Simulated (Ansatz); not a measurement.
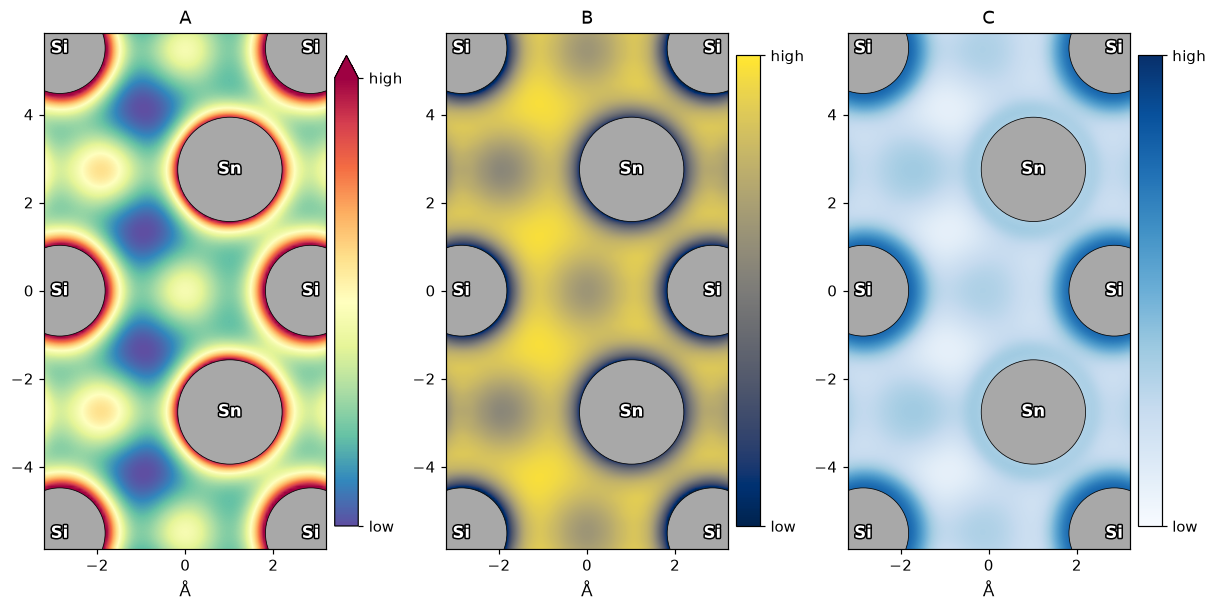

SiSn5: 3 fields on the (100) plane of the conventional cell, with unlabelled colour scales. Grey discs cover the atomic cores.

Space group P-62m; a structure generated by program, which may or may not match a known phase.

The calculation used DFT PBE, scalar-relativistic, plane waves, PAW in Ansatz.

Which field does each panel show? The fields are: electron localisation function, electrostatic potential energy of an electron and valence pseudo-density.

Answer. Panel A: valence pseudo-density. Panel B: electrostatic potential energy of an electron (low next to the atoms, rising into the space between them). Panel C: electron localisation function. From the grid: Si–Sn (3.31 Å): the density is about 0.14 e/Å³ at the midpoint; the ELF peaks at about 0.80 in the valence shell of Si, 0.9 Å from its nucleus, and drops to about 0.30 between the two atoms.
